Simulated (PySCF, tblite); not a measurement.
# C₅H₉B: geometry, infrared bands and NMR shifts

Aim: predict the infrared bands and NMR shifts of C₅H₉B (`BC(=C)C(=C)C`).

Programs: tblite 0.8.0 and PySCF 2.14.0, with density-fitted response routines of our own. Each step states its level of theory. These are calculated values for one molecule in the gas phase, unless marked as measured. Atoms count from 0, in the outputs and in this text.

## (1) The starting structure

15 atoms, charge 0, multiplicity 1; geometry from: force field or distance geometry start.

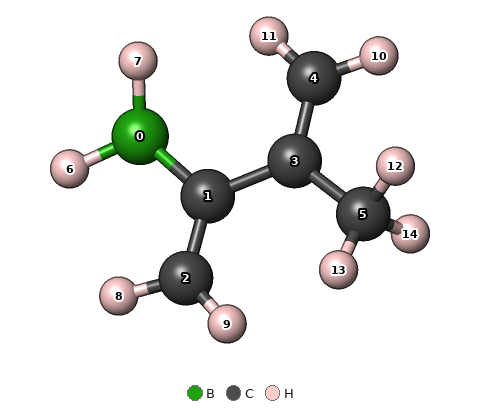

As it starts; boron green, carbon dark grey, hydrogen pink, atoms numbered; sticks join atoms by distance.

## (2) Geometry optimisation with GFN2-xTB

Job settings and geometry (Å):

```
{"job": {"kind": "relax", "xc": "GFN2-xTB", "basis": "xTB"}, "charge": 0, "multiplicity": 1}
B     -1.462500     1.532500     0.047500
C     -0.819400     0.135300    -0.096100
C     -1.596200    -0.933100    -0.274500
C      0.639700     0.007400    -0.010200
C      1.389100     1.086900     0.198000
C      1.338400    -1.305600    -0.123100
H     -2.664400     1.558000     0.002600
H     -0.981600     2.313500     0.796300
H     -2.671700    -0.693100    -0.320700
H     -1.256700    -1.927600    -0.377000
H      2.455800     0.939900     0.244600
H      0.971200     2.060700     0.288700
H      2.172500    -1.245200     0.643300
H      0.718100    -2.175800     0.098700
H      1.763300    -1.345800    -1.140000
```

On the command line:

```
$ OMP_NUM_THREADS=1 python probes_run.py task.json out
```

One launch serves the whole session: the jobs run in the order shown.

What it wrote:

```text
step      E/eV     max force
  0    -447.16152    2.102
  1    -447.30967    1.473
  2    -447.39871    0.961
  3    -447.47516    0.643
  4    -447.51170    0.477
  5    -447.52589    0.404
  6    -447.53742    0.294
  7    -447.54665    0.232
  8    -447.55180    0.199
  9    -447.55656    0.187
 10    -447.56035    0.166
 11    -447.56366    0.121
 12    -447.56614    0.129
 13    -447.56835    0.143
 14    -447.57129    0.157
 15    -447.57514    0.178
 16    -447.57869    0.133
 17    -447.58097    0.127
 18    -447.58239    0.104
 19    -447.58381    0.097
 20    -447.58543    0.093
 21    -447.58684    0.103
 22    -447.58809    0.106
 23    -447.58978    0.115
 24    -447.59251    0.178
 25    -447.59633    0.197
 26    -447.60105    0.213
 27    -447.60689    0.251
 28    -447.61486    0.261
 29    -447.62776    0.271
 30    -447.64041    0.309
 31    -447.59513    1.023
 32    -447.64938    0.160
 33    -447.65250    0.146
 34    -447.65825    0.149
 35    -447.66028    0.124
 36    -447.66632    0.136
 37    -447.66815    0.139
 38    -447.67201    0.123
 39    -447.67435    0.115
 40    -447.67640    0.085
 41    -447.67755    0.078
 42    -447.67849    0.095
 43    -447.67919    0.063
 44    -447.67961    0.033
 45    -447.67981    0.030
 46    -447.67992    0.030
 47    -447.68006    0.026
 48    -447.68015    0.025
 49    -447.68023    0.026
 50    -447.68030    0.024
 51    -447.68037    0.024
 52    -447.68045    0.030
 53    -447.68053    0.027
 54    -447.68060    0.017
 55    -447.68066    0.018
 56    -447.68070    0.018
 57    -447.68075    0.020
 58    -447.68081    0.022
 59    -447.68090    0.025
 60    -447.68103    0.032
 61    -447.68121    0.030
 62    -447.68140    0.035
 63    -447.68159    0.040
 64    -447.68181    0.037
 65    -447.68202    0.033
 66    -447.68222    0.031
 67    -447.68237    0.032
 68    -447.68252    0.031
 69    -447.68269    0.032
 70    -447.68291    0.049
 71    -447.68314    0.049
 72    -447.68332    0.033
 73    -447.68346    0.033
 74    -447.68359    0.031
 75    -447.68371    0.029
 76    -447.68381    0.029
 77    -447.68388    0.020
 78    -447.68393    0.025
 79    -447.68399    0.024
 80    -447.68405    0.014
 81    -447.68409    0.016
 82    -447.68412    0.016
 83    -447.68416    0.017
 84    -447.68421    0.020
 85    -447.68427    0.021
 86    -447.68434    0.022
 87    -447.68439    0.017
 88    -447.68444    0.017
 89    -447.68449    0.019
 90    -447.68455    0.024
 91    -447.68462    0.022
 92    -447.68466    0.012
 93    -447.68468    0.014
 94    -447.68471    0.015
 95    -447.68475    0.016
 96    -447.68483    0.025
 97    -447.68497    0.035
 98    -447.68517    0.036
 99    -447.68535    0.028
100    -447.68547    0.020
101    -447.68555    0.019
102    -447.68567    0.027
103    -447.68579    0.023
104    -447.68590    0.023
105    -447.68601    0.024
106    -447.68613    0.023
107    -447.68627    0.023
108    -447.68640    0.028
109    -447.68647    0.014
110    -447.68650    0.011
111    -447.68651    0.011
112    -447.68652    0.012
113    -447.68653    0.007
```

Run time: 0.85 s. Hardware: 1 thread of Arm Neoverse N1, shared host; peak memory 0.18 GiB.

Step by step: (not every step is listed)

```
step  energy from step 0 (eV)  largest force (eV/Å)
   0                   0.0000                2.1018
   1                  -0.1481                1.4731
   2                  -0.2372                0.9607
   3                  -0.3136                0.6426
   4                  -0.3502                0.4766
   5                  -0.3644                0.4039
   6                  -0.3759                0.2937
   7                  -0.3851                0.2323
   8                  -0.3903                0.1989
  18                  -0.4209                0.1036
  28                  -0.4533                0.2611
  38                  -0.5105                0.1229
  48                  -0.5186                0.0247
  58                  -0.5193                0.0216
  68                  -0.5210                0.0313
  78                  -0.5224                0.0250
  88                  -0.5229                0.0175
  98                  -0.5237                0.0356
 108                  -0.5249                0.0281
 109                  -0.5249                0.0136
 110                  -0.5250                0.0112
 111                  -0.5250                0.0114
 112                  -0.5250                0.0116
 113                  -0.5250                0.0067
```

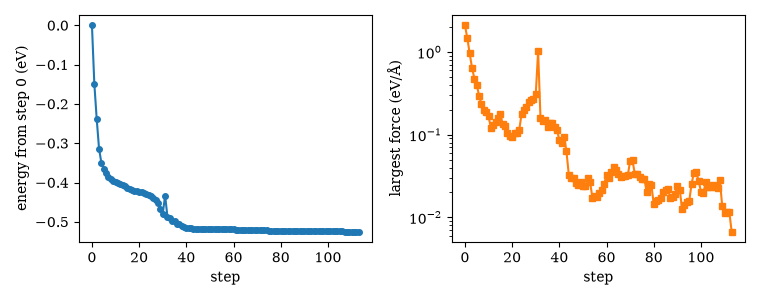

Energy and largest force along the relaxation.

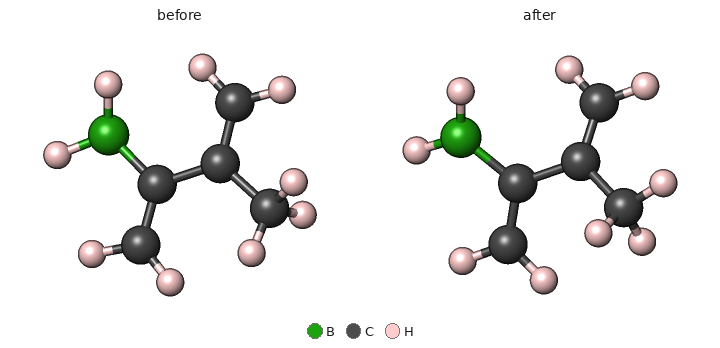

Before and after, at one scale.

Distances of close pairs at the start and the end, largest changes first:

```
  bond  before (Å)  after (Å)  change (Å)
C5–H12       1.134      1.087      -0.047
 B0–H6       1.203      1.169      -0.034
 C2–H8       1.103      1.077      -0.026
 C2–H9       1.056      1.079      +0.023
 B0–H7       1.184      1.169      -0.015
C4–H11       1.064      1.076      +0.013
C5–H14       1.103      1.090      -0.013
 C1–C2       1.333      1.344      +0.011
```

The final coordinates are the input of the step that follows.

## (3) Harmonic vibrations with GFN2-xTB

Job settings and geometry (Å):

```
{"job": {"kind": "ir", "xc": "GFN2-xTB", "basis": "xTB"}, "charge": 0, "multiplicity": 1}
B     -1.546703     1.407814     0.463527
C     -0.796273     0.169686    -0.098620
C     -1.513202    -0.839830    -0.621194
C      0.671408     0.053837     0.016593
C      1.437559     1.140491    -0.009223
C      1.277125    -1.316539     0.126568
H     -2.627089     1.647266     0.085476
H     -1.069101     2.065306     1.303574
H     -2.581923    -0.760126    -0.730806
H     -1.078589    -1.770840    -0.950731
H      2.511641     1.080336     0.052854
H      1.017878     2.126685    -0.109821
H      2.321777    -1.247626     0.419602
H      0.741964    -1.914926     0.862052
H      1.229114    -1.833546    -0.831765
```

What it wrote:

```text
mode    cm-1     km/mol
  1      49.1      0.68
  2     146.6      3.20
  3     181.4      0.59
  4     258.7      1.40
  5     283.9      0.05
  6     345.2      0.14
  7     423.5      0.78
  8     477.6      0.98
  9     493.5      2.17
 10     638.6      0.33
 11     740.9      4.80
 12     752.6      3.43
 13     827.2    147.52
 14     853.9     12.83
 15     895.3     28.57
 16     912.0     27.64
 17     932.9      5.26
 18     963.7      4.04
 19    1017.3      7.86
 20    1037.5      2.76
 21    1137.0     15.18
 22    1205.1     40.18
 23    1318.2     45.25
 24    1393.4      4.94
 25    1408.6      0.40
 26    1416.0      3.45
 27    1485.1      3.67
 28    1492.9      3.16
 29    1605.9     21.94
 30    1685.4      8.83
 31    2640.7    109.42
 32    2672.6    128.55
 33    2999.0     26.36
 34    3021.4     24.40
 35    3042.4     28.20
 36    3086.1     23.31
 37    3100.0     25.21
 38    3114.2     33.66
 39    3127.8     46.75
```

Wall time 0.54 s (1 thread of Arm Neoverse N1, shared host); peak memory 0.18 GiB.

The strongest bands and the atoms that carry them (share of the mass-weighted mode):

```
cm⁻¹  km/mol                        atoms
 827   147.5    H7 33 %, H6 30 %, B0 26 %
 895    28.6  H10 39 %, H11 34 %, C4 23 %
1205    40.2    H7 30 %, H6 28 %, B0 19 %
1318    45.2             C3 39 %, C1 34 %
2641   109.4             H6 59 %, H7 37 %
2673   128.6    H7 55 %, H6 33 %, B0 11 %
3114    33.7             H8 80 %, H9 11 %
3128    46.8           H11 68 %, H10 22 %
```

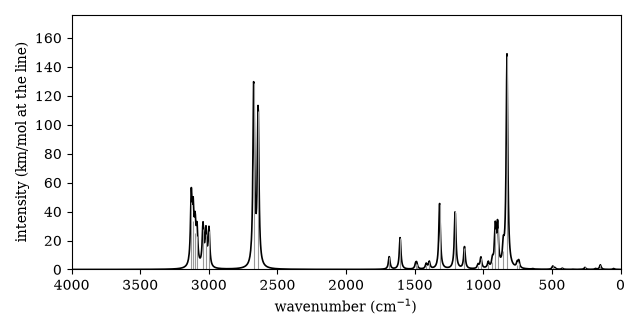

The infrared spectrum from these modes, unscaled. Lines are broadened to a width of 14 cm⁻¹ (Lorentzian).

## (4) NMR shieldings: PBE0/pcSseg-1

The job, as its differences from that of step 3:

```diff
@@ -1,2 +1,2 @@
-{"job": {"kind": "ir", "xc": "GFN2-xTB", "basis": "xTB"}, "charge": 0, "multiplicity": 1}
+{"job": {"kind": "nmr", "xc": "PBE0", "basis": "pcSseg-1"}, "charge": 0, "multiplicity": 1}
 B     -1.546703     1.407814     0.463527
```

Method: GIAO PBE0/pcSseg-1 NMR shielding, non-relativistic, gas phase.

What it wrote:

```text
coarse grid: 12096 points
cycle   1  E = -220.3436746711  dE =  5.251e-01  |g| = 3.674e-01  |ddm| = 3.387e+00
cycle   2  E = -220.3422499691  dE =  1.425e-03  |g| = 3.827e-01  |ddm| = 7.813e-01
cycle   3  E = -220.3817669331  dE = -3.952e-02  |g| = 8.167e-02  |ddm| = 4.558e-01
cycle   4  E = -220.3833064952  dE = -1.540e-03  |g| = 3.204e-02  |ddm| = 9.121e-02
cycle   5  E = -220.3835752978  dE = -2.688e-04  |g| = 5.743e-03  |ddm| = 3.220e-02
cycle   6  E = -220.3835852459  dE = -9.948e-06  |g| = 1.405e-03  |ddm| = 7.834e-03
final grid: 115600 points
cycle   7  E = -220.4195881766  dE = -4.471e-05  |g| = 8.255e-03  |ddm| = 3.847e-02
cycle   8  E = -220.4195787662  dE =  9.410e-06  |g| = 1.019e-02  |ddm| = 1.853e-02
cycle   9  E = -220.4196062566  dE = -2.749e-05  |g| = 2.079e-03  |ddm| = 1.088e-02
cycle  10  E = -220.4196073522  dE = -1.096e-06  |g| = 2.424e-04  |ddm| = 1.830e-03
cycle  11  E = -220.4196073662  dE = -1.408e-08  |g| = 8.676e-05  |ddm| = 3.066e-04
cycle  12  E = -220.4196073679  dE = -1.652e-09  |g| = 3.921e-05  |ddm| = 1.012e-04
cycle  13  E = -220.4196073683  dE = -3.985e-10  |g| = 9.348e-06  |ddm| = 4.215e-05
converged SCF energy = -220.4196073683

GIAO shielding tensors (ppm)
atom      isotropic    diamagn.    paramagn.     s11        s22        s33       span
  0 B       22.875     193.788    -170.913    -31.290    -20.553    120.467    151.756
  1 C       18.992     255.572    -236.580    -89.083    -20.464    166.522    255.605
  2 C       39.388     255.627    -216.239    -67.013     26.253    158.923    225.936
  3 C       31.669     259.830    -228.162    -87.020     25.748    156.277    243.298
  4 C       61.974     254.319    -192.344    -36.459     76.932    145.450    181.909
  5 C      162.950     247.540     -84.589    146.196    158.753    183.902     37.706
  6 H       24.661      30.521      -5.860     18.752     26.882     28.349      9.597
  7 H       24.304      31.011      -6.706     17.509     26.667     28.737     11.229
  8 H       25.304      30.650      -5.346     22.574     25.315     28.022      5.448
  9 H       25.049      32.647      -7.598     20.751     24.696     29.700      8.949
 10 H       26.172      31.313      -5.140     23.553     25.120     29.844      6.291
 11 H       26.451      32.808      -6.357     23.444     25.602     30.307      6.863
 12 H       29.643      29.873      -0.229     25.774     28.831     34.325      8.550
 13 H       29.908      30.404      -0.496     26.566     28.438     34.720      8.154
 14 H       29.219      30.065      -0.845     25.590     27.665     34.404      8.814
```

Wall time 30 s (1 thread of Arm Neoverse N1, shared host); peak memory 0.7 GiB.

Shifts follow as δ = σ(reference) − σ, with reference shieldings (ppm) from runs at the same level and on the same kind of geometry: 1H TMS 31.72, 13C TMS 186.9, 11B BF3·OEt2 100.1. The references are single molecules in the gas phase. Atoms listed in one row are averaged.

```
        atoms                           environment  σ (ppm)  δ (ppm)  δ scaled to CDCl3
           C1       fully substituted alkene carbon     19.0    167.9              162.0
           C3       fully substituted alkene carbon     31.7    155.3              149.6
           C2                  terminal =CH2 carbon     39.4    147.5              142.1
           C4                  terminal =CH2 carbon     62.0    125.0              120.0
           C5                 allylic methyl carbon    163.0     24.0               21.5
       H6, H7       hydrogen on a boron bonded to C    24.48     7.23                  –
           H9    hydrogen on a terminal =CH2 carbon    25.05     6.67               6.39
           H8    hydrogen on a terminal =CH2 carbon    25.30     6.41               6.15
          H10    hydrogen on a terminal =CH2 carbon    26.17     5.54               5.33
          H11    hydrogen on a terminal =CH2 carbon    26.45     5.27               5.07
H12, H13, H14  hydrogen on an allylic methyl carbon    29.59     2.13               2.11
           B0                boron bonded to C, 2 H     22.9     77.2                  –
```

The scaled column applies a straight-line fit of computed shieldings to shifts measured in CDCl3 (root-mean-square error 0.16 ppm for H, 1.9 ppm for C).

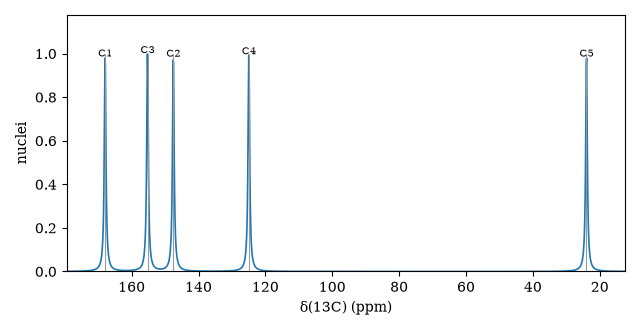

13C lines at the computed shifts, without couplings. Lines are broadened to a width of 0.58 ppm (Lorentzian).

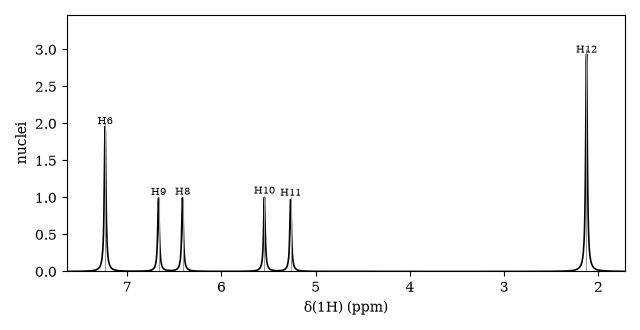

1H lines at the computed shifts, without couplings. Lines are broadened to a width of 0.02 ppm (Lorentzian).

Charges from the same density, by scheme (e):

```
atoms  Mulliken    IAO  Hirshfeld  ESP fit
   B0      0.24   0.02       0.14     0.33
   C1     -0.39  -0.12      -0.06    -0.15
   C2     -0.07  -0.24      -0.06    -0.36
   C3     -0.34   0.03       0.01     0.41
   C4     -0.07  -0.32      -0.11    -0.68
   C5     -0.15  -0.43      -0.12    -0.59
```

Hirshfeld charges:

B0 0.14; C1 -0.06; C2 -0.06; C3 0.01; C4 -0.11; C5 -0.12; H6 -0.06; H7 -0.06; H8 0.05; H9 0.05; H10 0.04; H11 0.04; H12 0.05; H13 0.04; H14 0.04

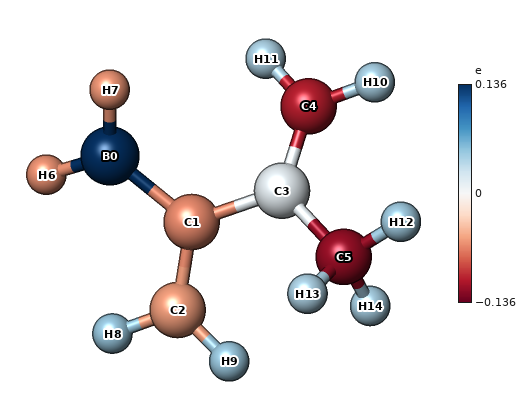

Hirshfeld charges, as colours on the atoms.

Mayer bond orders: B0–C1 1.01, C1–C2 1.87, C1–C3 1.03, C3–C4 1.95, C3–C5 1.06.

## (5) Results

```
                                                              quantity                                   value
                             strongest single infrared mode (GFN2-xTB)                    827 cm⁻¹, 148 km/mol
                                          zero-point energy (GFN2-xTB)                           76.0 kcal/mol
                                13C shifts against TMS (PBE0/pcSseg-1)    167.9, 155.3, 147.5, 125.0, 24.0 ppm
1H shifts against TMS (PBE0/pcSseg-1, means over atoms taken as alike)  7.23, 6.67, 6.41, 5.54, 5.27, 2.13 ppm
                           11B shifts against BF3·OEt2 (PBE0/pcSseg-1)                                77.2 ppm
```

What this shows: Relaxing lowered the energy by 0.525 eV in 113 steps; the close pair that moved most is C5–H12, from 1.134 to 1.087 Å. No mode is imaginary among the 39: a minimum at this level. The strongest single mode, at 827 cm⁻¹, is spread over several atoms, H7, H6, B0 among them. Unscaled tight-binding wavenumbers are off by several per cent, some by more. Its intensities can rank the bands wrongly.
